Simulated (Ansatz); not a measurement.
**GeH5O3F: frequency calculation**

System: GeH5O3F.
Method: RHF/def2-SVP (Ansatz 0.2.0).

It belongs to a series of runs on one base structure; here: vibrations at the highest image of the band.

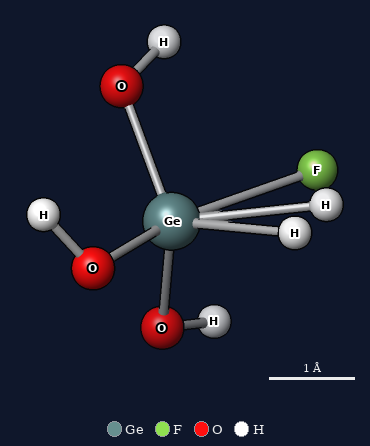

*The structure as given in the input (ball-and-stick view, seen at a tilt). Sticks mark near contacts.*

Input:
```yaml
crystal:
  periodic: [false, false, false]
  atoms:
    - { symbol: Ge, position_ang: [0.163215, 0.073853, -0.160546] }
    - { symbol: F, position_ang: [-0.914397, 0.636568, 1.515672] }
    - { symbol: O, position_ang: [1.602496, -0.100696, -1.116127] }
    - { symbol: H, position_ang: [1.928693, -0.984674, -1.201697] }
    - { symbol: O, position_ang: [-0.848176, 1.125338, -1.073931] }
    - { symbol: H, position_ang: [-1.586968, 1.470208, -0.593147] }
    - { symbol: O, position_ang: [-0.236969, -1.560073, 0.240586] }
    - { symbol: H, position_ang: [-0.911881, -1.657943, 0.897088] }
    - { symbol: H, position_ang: [1.11121, 0.956436, 1.052492] }
    - { symbol: H, position_ang: [0.297577, 0.952286, 1.47851] }
basis:
  gaussian: { orbitals: def2-SVP }
hamiltonian:
  xc: hf
phonons: {}
```

Hardware: 2 threads of Arm Neoverse V1, 24 GiB of memory available, shared host.

Run as:
```bash
ansatz run input.yaml --threads 2 --pin off --max-ram 3072MiB --backend cpu --events-out ev --progress --plain --runs-dir out
```

What the program printed:
```
Engine: ansatz 0.2.0, aarch64-unknown-linux-gnu
Functional definition: HF
  exchange = exact_x
  correlation = 0
1172 factors; integrals over basis functions are off by at most 3.8e-4 eV
mean field evaluation 1: about -65349.9464 eV, gradient 5.6e1 eV
mean field evaluation 2: about -65350.0079 eV, gradient 5.6e1 eV
mean field evaluation 4: about -65355.6539 eV, gradient 3.0e0 eV
mean field evaluation 8: about -65355.6886 eV, gradient 1.4e-4 eV
mean field -65355.68857538 eV, -2401.7772554684 hartree, gradient 1.8e-5 eV, S^2 0.000000; 0 other end points of the search recorded, 0 dependent functions left out
the calculation of the forces begins
reference -65355.68857538 eV, -2401.7772554684 hartree; 35, 35 occupied and 78, 78 virtual orbitals, 1172 factors
these checks for a lower state are left out or cut short: stability, starts, cluster_reference, orbital_swaps, neighbouring_geometries, increment
1172 factors; integrals over basis functions are off by at most 3.8e-4 eV
mean field evaluation 16: about -65355.6884 eV, gradient 4.5e-3 eV
mean field -65355.68844284 eV, -2401.7772505977 hartree, gradient 2.4e-6 eV, S^2 0.000000; 0 other end points of the search recorded, 0 dependent functions left out
[... from here on the field's lines of each further geometry are left out, up to the last ...]
the calculation of the forces begins
reference -65355.68854768 eV, -2401.7772544505 hartree; 35, 35 occupied and 78, 78 virtual orbitals, 1172 factors
these checks for a lower state are left out or cut short: stability, starts, cluster_reference, orbital_swaps, neighbouring_geometries, increment
1172 factors; integrals over basis functions are off by at most 3.9e-4 eV
mean field evaluation 544: about -65355.5902 eV, gradient 5.6e-4 eV
mean field -65355.68854768 eV, -2401.7772544503 hartree, gradient 2.4e-6 eV, S^2 0.000000; 0 other end points of the search recorded, 0 dependent functions left out
the calculation of the forces begins
reference -65355.68854768 eV, -2401.7772544503 hartree; 35, 35 occupied and 78, 78 virtual orbitals, 1172 factors
WARN: phonons: modes at or below zero, which the zero-point energy, F, S and C_V leave out: 1, the lowest at -1397.64 cm⁻¹. A minimum has none, and a first-order saddle one
Total energy: -65355.68857538 eV, -2401.7772554684 hartree
Atom 0 at     0.163215     0.073853    -0.160546 Å, force     0.000249     0.000006    -0.000172 eV/Å
Atom 1 at    -0.914397     0.636568     1.515672 Å, force    -0.000143    -0.000085    -0.000067 eV/Å
Atom 2 at     1.602496    -0.100696    -1.116127 Å, force     0.000030    -0.000055    -0.000022 eV/Å
Atom 3 at     1.928693    -0.984674    -1.201697 Å, force    -0.000005     0.000032    -0.000006 eV/Å
Atom 4 at    -0.848176     1.125338    -1.073931 Å, force    -0.000054     0.000026     0.000160 eV/Å
Atom 5 at    -1.586968     1.470208    -0.593147 Å, force    -0.000024     0.000013    -0.000018 eV/Å
Atom 6 at    -0.236969    -1.560073     0.240586 Å, force    -0.000035     0.000102     0.000100 eV/Å
Atom 7 at    -0.911881    -1.657943     0.897088 Å, force    -0.000053    -0.000035     0.000047 eV/Å
Atom 8 at     1.111210     0.956436     1.052492 Å, force    -0.000022    -0.000014    -0.000019 eV/Å
Atom 9 at     0.297577     0.952286     1.478510 Å, force     0.000056     0.000010    -0.000004 eV/Å
Dipole moment:    -0.018782    -0.151255     0.327063 e Å
Vibrations: -1397.64 136.08 215.60 235.20 277.01 278.39 319.03 413.72 436.86 478.01 488.79 784.02 809.49 852.98 930.36 974.25 1027.31 1134.28 1294.51 1869.56 2371.08 4178.70 4181.79 4184.70 cm⁻¹, zero-point energy 1.727828 eV
```

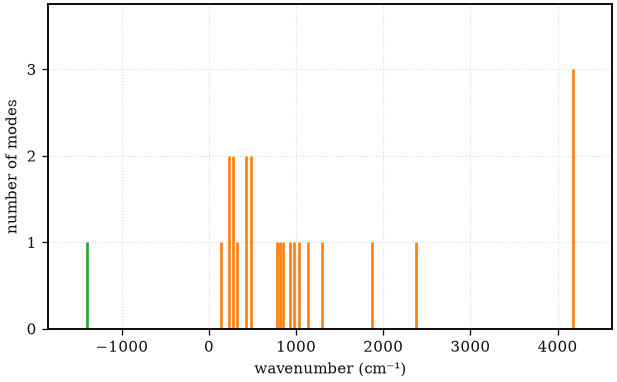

*Harmonic vibrational wavenumbers from the force constants; neighbouring modes closer than 25 cm⁻¹ are counted in one stick, and imaginary ones are drawn at negative wavenumbers.*

24 modes from 1398i to 4185 cm⁻¹, 1 imaginary beyond 8i (1398i cm⁻¹): a first-order saddle point, if the geometry is stationary.

Results in brief:

```csv
quantity,value
outcome,converged
total energy,−65355.6886 eV
mean-field energy,−65355.6886 eV
largest force (length of the vector),under 0.001 eV/Å
wall time,93 s (CPU time 3 min)
peak memory,0.26 GiB
```
